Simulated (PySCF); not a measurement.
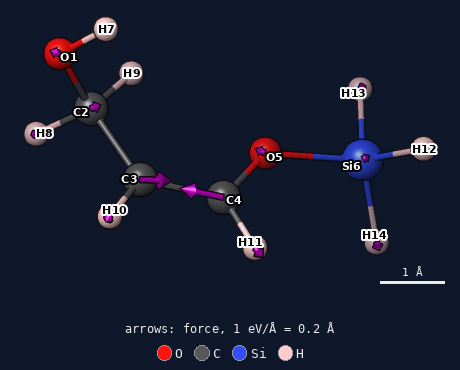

Starting geometry of C3H8O2Si with the computed forces as purple arrows. The picture is a ball-and-stick view, seen at a tilt.

The start comes from GFN2-xTB. Its atoms were then displaced at random by about 0.01 Å.

Method: PBE0-D3(BJ)/def2-SVP geometry optimisation, gas phase in PySCF. 

Q: What follows when this structure is relaxed?

A: It isn't relaxed: the largest force vector, on C4, is 3.72 eV/Å. The final displacements have little in common with the starting forces (cosine between the two patterns 0.17). The largest move after the best rigid fit is that of H13, 0.36 Å. By element the largest moves are H 0.36 Å, O 0.14 Å, C 0.09 Å, Si 0.04 Å. Among the contacts that change: O5–Si6 1.630 → 1.678 Å, C3–C4 1.381 → 1.337 Å, Si6–H14 1.452 → 1.494 Å, C4–O5 1.322 → 1.354 Å. Among the angles between lasting bonds that change: O5–Si6–H13 98.3° → 105.7°, C4–O5–Si6 131.7° → 125.7°, H13–Si6–H14 114.8° → 110.9°. The energy falls by 0.249 eV in 7 geometry steps.
